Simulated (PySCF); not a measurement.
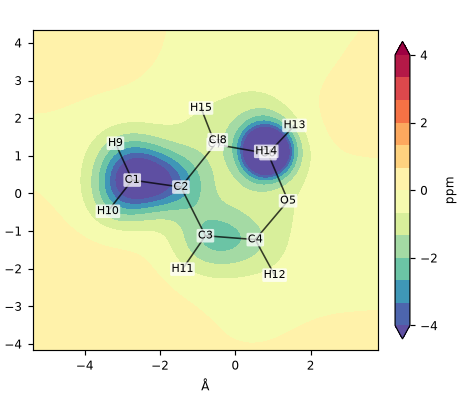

C₆H₇ClO, SMILES `C=C1C=COCC1Cl`. Isotropic NICS 1.7 Å above the plane of the 6-membered ring C2/C3/C4/O5/C6/C7; GIAO shieldings; atoms are projected onto the map; negative values mean shielding.

Computed with PySCF, HF/6-31G*, geometry: GFN2-xTB. No frequency check shows the geometry to be a minimum. GFN2-xTB bond lengths at metals and heavier atoms can be off by up to 0.1 Å and shapes distorted, which carries into these values.

Input script:

```python
import numpy as np
from pyscf import gto, scf, dft
from pyscf.prop import nmr
from pyscf.data import nist

def solve(mol, dm0=None, hcore=None):
    mf = scf.UHF(mol) if mol.spin else scf.RHF(mol)
    mf.conv_tol, mf.max_cycle = 1e-8, 80
    if hcore is not None:
        mf.get_hcore = lambda *args: hcore
    mf.kernel(dm0)
    if not mf.converged:
        mf = mf.newton().run(mf.mo_coeff, mf.mo_occ, max_cycle=30)
    assert mf.converged, 'SCF not converged'
    return mf

mol = gto.M(atom='''
C     -1.61536    -1.85555     0.33313
C     -0.55790    -1.06349     0.16185
C      0.62062    -1.42418    -0.59914
C      1.69601    -0.62985    -0.62516
O      1.85994     0.49356     0.10376
C      0.89752     0.71143     1.11194
C     -0.51854     0.34002     0.69282
Cl    -1.05671     1.45584    -0.62032
H     -2.48163    -1.53207     0.88311
H     -1.64171    -2.84747    -0.08227
H      0.60056    -2.32833    -1.18299
H      2.56116    -0.82350    -1.24225
H      0.96871     1.76919     1.37483
H      1.15673     0.10200     1.99231
H     -1.21342     0.49209     1.51995
''', basis='6-31g*', charge=0, spin=0, verbose=4)
mf = solve(mol)
calc = nmr.RHF(mf)
calc.cphf = True
nuclei = calc.kernel()
mo1 = calc.mo10
# ring centres and points 1 angstrom above and below them
points = np.array([
    [0.6663, -0.2621, 0.1410],
    [0.9640, -0.8233, 0.9133],
    [0.3685, 0.2991, -0.6312],
]) / nist.BOHR
mol.atom_coord = lambda i, unit='Bohr': points[i]
idx = range(len(points))
sigma = (calc.dia(shielding_nuc=idx) + calc.para(mo10=mo1, shielding_nuc=idx)[0]) * nist.ALPHA**2 * 1e6
for p, t in zip(points, sigma):
    print('NICS at %8.4f %8.4f %8.4f  %8.2f ppm' % (*(p * nist.BOHR), -t.trace() / 3))
occ = mf.mo_coeff[:, mf.mo_occ > 0]
dm1 = np.array([mf.mo_coeff @ (2 * x) @ occ.T for x in mo1])
np.savez('result.npz', sigma=sigma, nuclei=nuclei, dm0=mf.make_rdm1(), dm1=dm1, e=mf.e_tot, eps=mf.mo_energy, occ=mf.mo_occ)
```

Command:

```sh
OMP_NUM_THREADS=1 python input.py
```

The run took 89 s on 1 thread of AMD EPYC (Zen 3) (shared host), peak memory 0.52 GiB.

The script gives the values at the ring points; maps and scans were evaluated afterwards from its response orbitals, outside that time.

> Is the ring aromatic by this magnetic criterion?

It is neither clearly shielded nor deshielded above its centre; an sp³ atom breaks the ring's conjugation, so the values mix its σ bonds and separate π bonds and show no closed π ring current: NICS(0) = −0.8, NICS(1) = −2.2, NICS(1)zz = 0.0 ppm.
